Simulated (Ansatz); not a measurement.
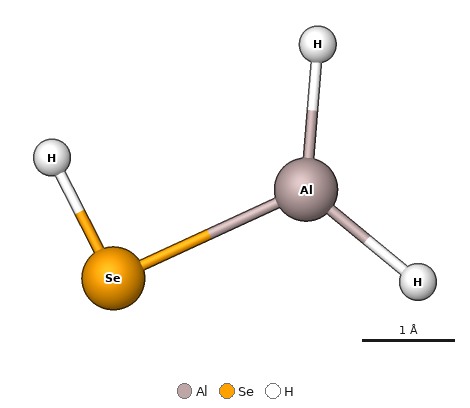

*The structure as given in the input (ball-and-stick view, seen on its broad side). Sticks mark near contacts.*

# Nudged elastic band of AlH$_{3}$Se

The run: nudged elastic band of AlH$_{3}$Se, SMILES [AlH2][SeH]. Method and program: RKS PBE-D4/def2-SVP (Ansatz 0.2.0).

It belongs to a series of runs on one base structure; here: band between the two ends.

### What the program printed
```
Engine: ansatz 0.2.0, aarch64-unknown-linux-gnu
Functional definition: PBE
  parameter kappa = 0.804
  parameter beta = 0.06672455060314922
  exchange = pbe_x(kappa = kappa, mu = beta*pi^2/3)
  correlation = pbe_c(beta = beta)
713 factors; their error is unknown
mean field evaluation 1: about -71971.3414 eV, gradient 1.6e1 eV
mean field evaluation 2: about -71971.8155 eV, gradient 1.1e1 eV
mean field evaluation 4: about -71972.2878 eV, gradient 4.0e-1 eV
mean field evaluation 8: about -71972.1771 eV, gradient 8.3e-2 eV
mean field -71972.17712656 eV, -2644.9287249071 hartree, gradient 2.3e-5 eV, S^2 0.000000; 0 other end points of the search recorded, 0 dependent functions left out
the calculation of the forces begins
reference -71972.17715924 eV, -2644.9287261081 hartree; 25, 25 occupied and 40, 40 virtual orbitals, 713 factors
713 factors; their error is unknown
mean field evaluation 16: about -71971.3414 eV, gradient 1.6e1 eV
mean field -71972.17707602 eV, -2644.9287230500 hartree, gradient 2.3e-5 eV, S^2 0.000000; 0 other end points of the search recorded, 0 dependent functions left out
[... from here on the field's lines of each further geometry are left out, up to the last ...]
NEB iter   1: max|band force component| = 8.569e-1 eV/Å  barrier→ = 0.4349 eV  barrier← = 0.4349 eV  Δτ_max = 0.1167 Å  (156 SCF iters)
NEB iter   2: max|band force component| = 1.930e-1 eV/Å  barrier→ = 0.3670 eV  barrier← = 0.3670 eV  CI = image 3  Δτ_max = 0.0668 Å  (128 SCF iters)
NEB iter   3: max|band force component| = 5.769e-2 eV/Å  barrier→ = 0.3551 eV  barrier← = 0.3550 eV  CI = image 3  Δτ_max = 0.0506 Å  (132 SCF iters)
the calculation of the forces begins
reference -71972.08764076 eV, -2644.9254363649 hartree; 25, 25 occupied and 40, 40 virtual orbitals, 713 factors
713 factors; their error is unknown
mean field -71971.82463368 eV, -2644.9157710328 hartree, gradient 8.2e-6 eV, S^2 0.000000; 1 other end points of the search recorded, 0 dependent functions left out
the calculation of the forces begins
reference -71971.82466739 eV, -2644.9157722715 hartree; 25, 25 occupied and 40, 40 virtual orbitals, 713 factors
NEB iter   4: max|band force component| = 2.142e-2 eV/Å  barrier→ = 0.3532 eV  barrier← = 0.3532 eV  CI = image 3  Δτ_max = 0.0000 Å  (248 SCF iters)
```

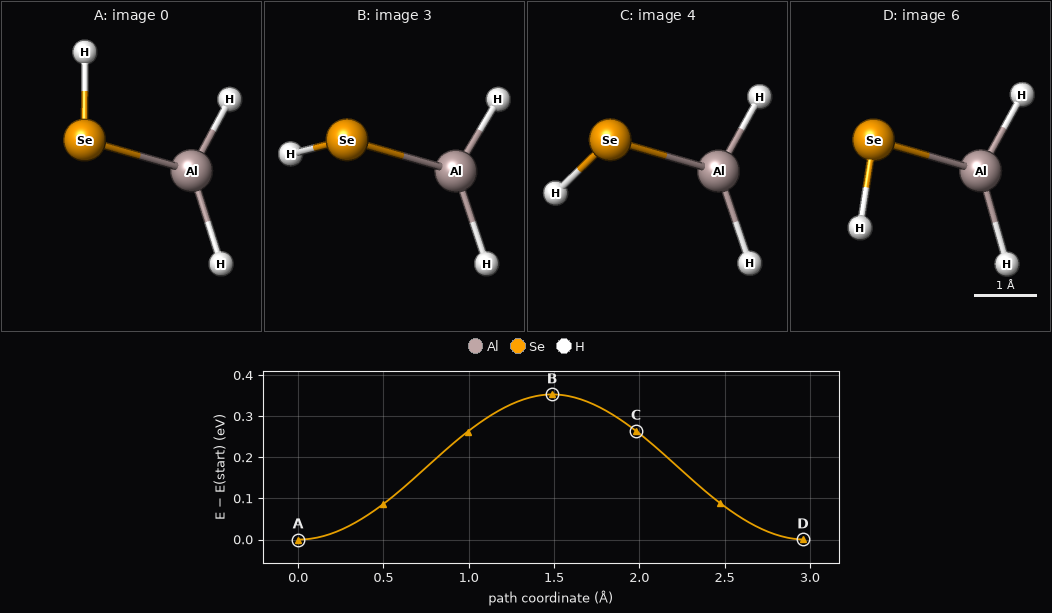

*Images of the last band (counted from 0; ball-and-stick, seen at a tilt) above the energy along the path; the line is a cubic interpolation that uses the forces.*

The highest image is number 3, 0.353 eV above the start and 0.353 eV above the end (the climbing image); start and end have the same energy. The path is 2.96 Å long. The band converged in 4 iterations.

```
Total energy: -71971.90060564 eV, -2644.9185629509 hartree
Atom 0 at    -0.304356    -0.610748     0.099383 Å, force     0.020651     0.016648     0.003052 eV/Å
Atom 1 at     1.432059     0.975552     0.405264 Å, force    -0.011580    -0.017367     0.002286 eV/Å
Atom 2 at    -1.582484    -0.585504     1.059883 Å, force     0.000028    -0.001172    -0.003146 eV/Å
Atom 3 at    -0.185655    -1.703966    -1.061528 Å, force    -0.003674     0.001063     0.001787 eV/Å
Atom 4 at     0.690235     1.850967    -0.544503 Å, force    -0.005426     0.000828    -0.003980 eV/Å
Dipole moment:    -0.152396    -0.027410    -0.085602 e Å
this run last wrote the band of iteration 4 to [file]
```

### The last band as extended XYZ (Å, eV, eV/Å)
```
5
Properties=species:S:1:pos:R:3:forces:R:3 image=0 energy=-71972.25380
Al   -0.4394   -0.5357    0.1671    0.0066   0.0026  -0.0082
Se    0.8699    1.3578    0.5273   -0.0001  -0.0039   0.0044
H    -1.2422   -1.0779    1.4332   -0.0040   0.0011   0.0052
H    -0.4776   -1.1929   -1.2866    0.0007  -0.0006   0.0010
H     1.3391    1.3750   -0.8825   -0.0032   0.0007  -0.0024
5
Properties=species:S:1:pos:R:3:forces:R:3 image=1 energy=-71972.16824
Al   -0.3921   -0.5692    0.1517   -0.0275   0.0179   0.0234
Se    1.0696    1.2075    0.5685   -0.1437   0.1016   0.0411
H    -1.3914   -0.9167    1.3431    0.0449  -0.1074   0.0511
H    -0.3524   -1.3624   -1.2347   -0.0363   0.0900  -0.0293
H     1.1160    1.5670   -0.8702    0.1627  -0.1022  -0.0863
5
Properties=species:S:1:pos:R:3:forces:R:3 image=2 energy=-71971.99131
Al   -0.3436   -0.5906    0.1322   -0.0129   0.0325   0.0311
Se    1.2768    1.0789    0.5294   -0.1227   0.0679   0.0969
H    -1.5096   -0.7503    1.2087    0.0266  -0.1102   0.0669
H    -0.2633   -1.5325   -1.1583   -0.0277   0.1020  -0.0485
H     0.8896    1.7209   -0.7535    0.1367  -0.0922  -0.1464
5
Properties=species:S:1:pos:R:3:forces:R:3 image=3 energy=-71971.90057
Al   -0.3044   -0.6107    0.0994    0.0207   0.0166   0.0031
Se    1.4321    0.9756    0.4053   -0.0116  -0.0174   0.0023
H    -1.5825   -0.5855    1.0599    0.0000  -0.0012  -0.0031
H    -0.1857   -1.7040   -1.0615   -0.0037   0.0011   0.0018
H     0.6902    1.8510   -0.5445   -0.0054   0.0008  -0.0040
5
Properties=species:S:1:pos:R:3:forces:R:3 image=4 energy=-71971.98917
Al   -0.2907   -0.6329    0.0515    0.0309  -0.0033  -0.0362
Se    1.4930    0.9053    0.2059    0.0417  -0.0623  -0.1504
H    -1.6262   -0.4424    0.9112   -0.0092   0.0873  -0.0751
H    -0.1037   -1.8747   -0.9318    0.0188  -0.1050   0.0766
H     0.5775    1.9710   -0.2783   -0.0822   0.0833   0.1851
5
Properties=species:S:1:pos:R:3:forces:R:3 image=5 energy=-71972.16404
Al   -0.2910   -0.6502   -0.0022    0.0120  -0.0112  -0.0377
Se    1.4753    0.8825   -0.0332    0.0025  -0.0169  -0.1822
H    -1.6603   -0.3167    0.7507   -0.0034   0.0655  -0.0791
H    -0.0117   -2.0210   -0.7647    0.0185  -0.0886   0.0934
H     0.5376    2.0316    0.0079   -0.0295   0.0512   0.2056
5
Properties=species:S:1:pos:R:3:forces:R:3 image=6 energy=-71972.25375
Al   -0.3577   -0.5857   -0.2122    0.0018   0.0002   0.0019
Se    1.1036    1.2103   -0.4742   -0.0094   0.0002   0.0024
H    -1.0189   -0.8533    1.2152   -0.0022   0.0041   0.0014
H    -0.6165   -1.4692   -1.5139    0.0036  -0.0016  -0.0043
H     0.9392    1.6242    0.9437    0.0063  -0.0029  -0.0014
```

This output came from the following input.

### Input
```yaml
crystal:
  periodic: [false, false, false]
  atoms:
    - { symbol: Al, position_ang: [-0.439381, -0.535722, 0.167121] }
    - { symbol: Se, position_ang: [0.869897, 1.357761, 0.527344] }
    - { symbol: H, position_ang: [-1.24223, -1.077915, 1.433192] }
    - { symbol: H, position_ang: [-0.47759, -1.192863, -1.28663] }
    - { symbol: H, position_ang: [1.339104, 1.375039, -0.882527] }
basis:
  gaussian: { orbitals: def2-SVP }
hamiltonian:
  xc: pbe
  dispersion: d4
neb:
  order_check: false
  images: 5
  f_tol: 0.03
  max_iterations: 60
  initial_path: idpp
  final_atoms:
    - { symbol: Al, position_ang: [-0.38902643, -0.59078342, -0.11630705] }
    - { symbol: Se, position_ang: [1.09148182, 1.11236239, -0.69660452] }
    - { symbol: H, position_ang: [-0.93107536, -0.67819751, 1.38193313] }
    - { symbol: H, position_ang: [-0.78312279, -1.60020834, -1.28585936] }
    - { symbol: H, position_ang: [1.06154276, 1.68312688, 0.6753378] }
```

Command:
```bash
ansatz run input.yaml --threads 1 --pin off --max-ram 2048MiB --backend cpu --events-out ev --progress --plain --runs-dir out
```

### Results in brief

```csv
quantity,value
outcome,converged
"barrier, forward",0.353 eV
"barrier, backward",0.353 eV
hardware,"1 thread of Arm Neoverse V2, 128 GiB of memory available, shared host"
wall time,32 s
peak memory,0.11 GiB
```

The order of the saddle point was not checked.
